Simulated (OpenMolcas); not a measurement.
# Energy and gradient calculation of C10H16 (part 3 of 3)

Continued. System: C10H16 (adamantane), SMILES C1C2CC3CC1CC(C2)C3. Method: SVWN/ANO-L-VDZP, RKS (OpenMolcas 26.06). The geometry comes from this level: GFN2-xTB.

Output, continued:
```
 ------------------------------------------------------------------------------------------
  C1               -1.27559640227517E-02    1.27055792120823E-03   -1.16743943500515E-02
  C2                3.76053474601290E-04   -2.95984199499877E-03   -8.07674795336233E-03
  C3                2.19055801118340E-03   -1.65220116017810E-02   -4.51928266940405E-03
  C4                9.43279765724725E-04   -6.11872444876216E-03    5.37746093945657E-03
  C5               -1.13674888648481E-02   -4.83638351231397E-03    1.21189223176650E-02
  C6               -7.04968994330457E-03    3.67004978896812E-03    1.29791729694895E-03
  C7               -2.36128104975797E-03    1.67368379876098E-02    4.69688647284849E-03
  C8                5.83640184420986E-03    5.40601123738593E-03    1.08338837896116E-03
  C9                1.11596773827989E-02    4.74069714446523E-03   -1.17833396059162E-02
  C10               1.27865933965836E-02   -1.41758628136213E-03    1.16147954504848E-02
  H11               1.54944559679704E-03   -9.00642430629883E-03    7.59869128289203E-03
  H12               8.82420191272892E-03    7.84971385403432E-03    1.76222788798008E-03
  H13              -2.53221289686217E-04    3.27406863243640E-03    8.91080020516632E-03
  H14               8.59501981435695E-03    8.12140316897114E-03    1.67491371187256E-03
  H15              -1.04369149994836E-02    5.33242036288106E-03    2.04307998138531E-03
  H16              -1.13933382123765E-03    7.28144962501620E-03   -6.02713881371475E-03
  H17               4.44790551850316E-04   -3.97366498267626E-03   -1.12746596043332E-02
  H18               8.74281863908344E-03    7.89111304579926E-03    1.44733724133880E-03
  H19               8.53059362947040E-03   -4.19632790239532E-03   -1.59202895183963E-03
  H20               1.52136018604643E-03   -9.19202973895228E-03    7.44152156722411E-03
  H21               3.91618336799959E-04   -4.21121802866198E-03   -1.11702756865766E-02
  H22              -7.01735526963976E-03   -6.36867828181220E-03   -1.33250694160736E-03
  H23               1.29167933972518E-03   -9.01074417703551E-03    7.60978028994863E-03
  H24              -1.04621688060300E-02    5.05881230931227E-03    2.01099536783178E-03
  H25               1.74488400484507E-04   -3.97880249062466E-03   -1.11494299263279E-02
  H26              -1.05151622157695E-02    5.15930267022258E-03    1.91108611104522E-03
 ------------------------------------------------------------------------------------------

--- Stop Module: alaska /rc=_RC_ALL_IS_WELL_ ---
--- Module alaska spent 2 minutes 8 seconds ---

.##################.
.# Happy landing! #.
.##################.

    Timing: Wall=204.87 User=200.99 System=3.85
```

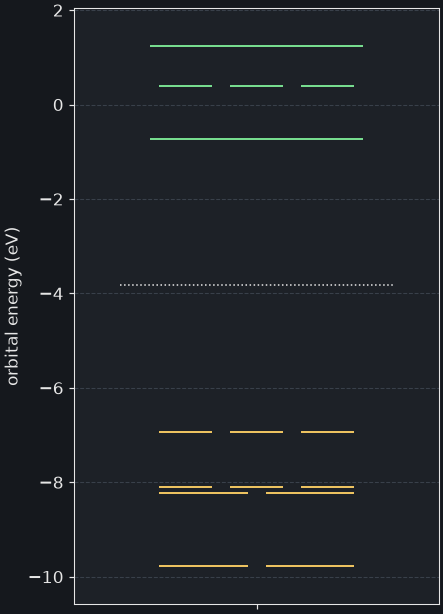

Figure 1. Orbital energies near the frontier; the dotted line parts filled from empty levels, and levels within 0.02 eV of each other stand side by side. Highest filled −6.93 eV, lowest empty −0.74 eV, 6.19 eV apart.

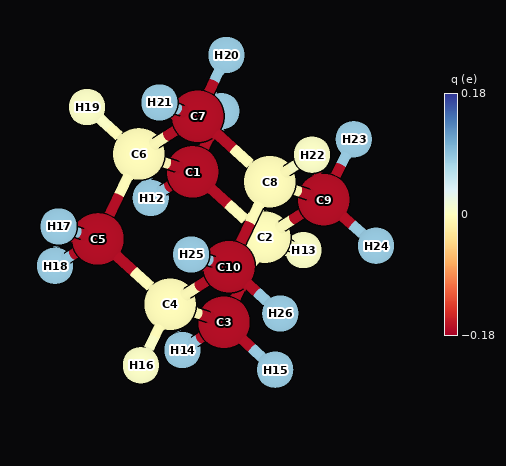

Figure 2. Mulliken charges, as the colour of each atom (ball-and-stick view, seen at a tilt; atoms are numbered from 1 in the order of the input). By element: C −0.17 to 0.00 and H 0.00 to +0.08 e.
